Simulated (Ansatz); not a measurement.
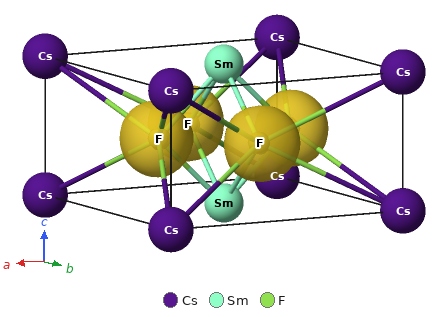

The picture shows: CsSmF4. Isosurface of the electron localisation function at 0.65 (yellow), seen at an oblique angle. Only the valence region is drawn (cores and ρ < 0.01 e/Å³ removed). Sticks mark near contacts.

Space group P4/mmm; a structure generated by program, which may or may not match a known phase; computed without spin polarisation; no Hubbard U on the f states and no spin–orbit coupling.

Theory: Ansatz, DFT PBE, scalar-relativistic, plane waves, PAW; 4f electrons in the core of a trivalent norm-conserving potential.

Core electrons are replaced by pseudopotentials, and the valence fields are smoothed inside the atomic spheres.

> Where are the electrons localised?

The surface consists of four regions wrapped around F (the valence shell of each), counted in one cell of 6 atoms. Any copies at cell faces, edges or corners count once. Profiles from the grid: Sm–F (2.38 Å): the ELF is about 0.15 at the midpoint; no shared electron pair shows on this line. Cs–F (3.73 Å): the ELF is about 0 at the midpoint; a closed-shell, largely ionic contact.
